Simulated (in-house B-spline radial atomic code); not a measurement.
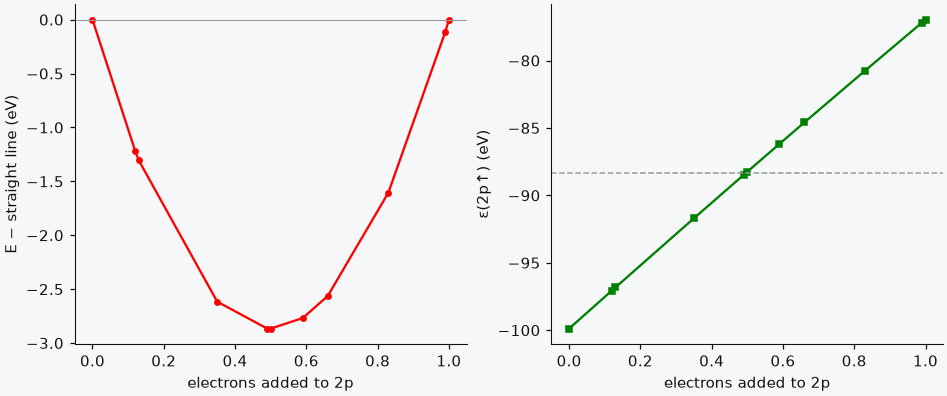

All numbers are computed, not measured: non-relativistic r2SCAN0, spin-polarised, spherical fractional occupations, point nucleus, basis-set limit (an in-house B-spline radial code). The occupation of the 2p shell is varied from F⁴⁺ ([He] 2s2 2p1 (high spin)) to F³⁺ ([He] 2s2 2p2 (high spin)), with spherical fractional occupations. The plot shows the total energy less the straight line between the end points, and the eigenvalue of 2p↑ (the dashed line is minus the energy to take the whole electron out).

Question: What does the shape say about the method?

Answer: The curve is convex (below the straight line), with the largest deviation among the points computed, −2.87 eV, at 0.5. The end points differ by 88.3 eV, the energy to take the electron out. The eigenvalue, which is the slope of the energy (Janak's theorem), moves from −99.9 eV at 0 to −77.0 eV at 1; for a straight line it would stay constant, and a parabola would sag by an eighth of this change, scaled to a whole electron, 2.86 eV. Convexity is the mark of the delocalisation error, which puts fractional charges too low; for p, d and f shells the spherical spreading of the fraction adds to it. Exact exchange at spherical fractional occupations leaves self-interaction in partly filled shells, which adds to the curvature.
